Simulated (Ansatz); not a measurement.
# NaCl (rock salt), generalised stacking-fault energy along a line

Generalised stacking fault of NaCl (rock salt) on the {100} plane. The cell below holds the perfect crystal with the plane normal along z; tilting its third vector by the shift puts one fault into each cell, between planes 2.80 Å apart, at fixed cell height.

```
NaCl
1.0
    3.96526     0.00000     0.00000
    0.00000     3.96526     0.00000
    1.98263     1.98263     8.41158
Cl Na
3 3
Direct
  0.00000   0.00000   0.83333
  0.33333   0.33333   0.16667
  0.66667   0.66667   0.50000
  0.50000   0.50000   0.83333
  0.83333   0.83333   0.16667
  0.16667   0.16667   0.50000
```

In-plane vectors a = (3.965, 0.000) Å, b = (0.000, 3.965) Å, area 15.72 Å². The shift is s times the vector a (length 3.965 Å), so s = 1 restores the start. Atoms relax along the normal only. γ = [E(shift) − E(0)] / area.

Calculation: r2SCAN (plane waves to 500 eV, PAW, scalar-relativistic; Ansatz, a quantum-chemistry and plane-wave program). k mesh 7×7×7 (Γ-centred), Fermi-Dirac smearing 0.05 eV. Energies are extrapolated to zero smearing. Faults lie only 8.4 Å apart, and holding the cell height raises γ above its relaxed value. NaCl was relaxed with its symmetry unable to fall. The zero of γ is zero shift.

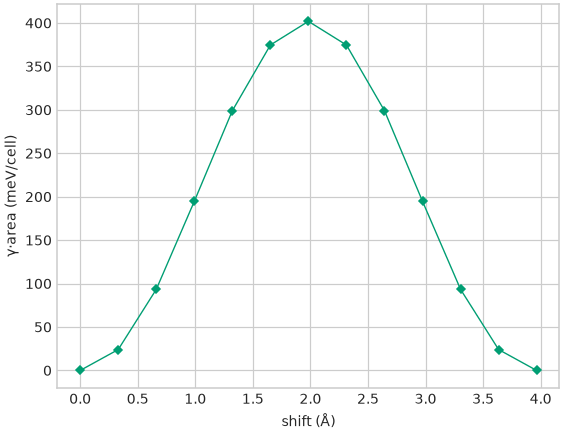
Figure: γ·area (meV/cell) against shift (Å); computed points joined by lines (the last repeats the first, one period on).

The highest computed γ on the line comes out as 410 mJ/m² and the steepest slope dγ/d(shift) before the first maximum (spline) is 3.3 GPa. Position of the highest point: s = 0.500. Local minima between the ends: no computed point is one.

A slope of 1 mJ/m² per Å is 0.01 GPa.

(The slope of γ gives the shear force per area between the displaced halves; near zero shift its curvature is an elastic stiffness.)
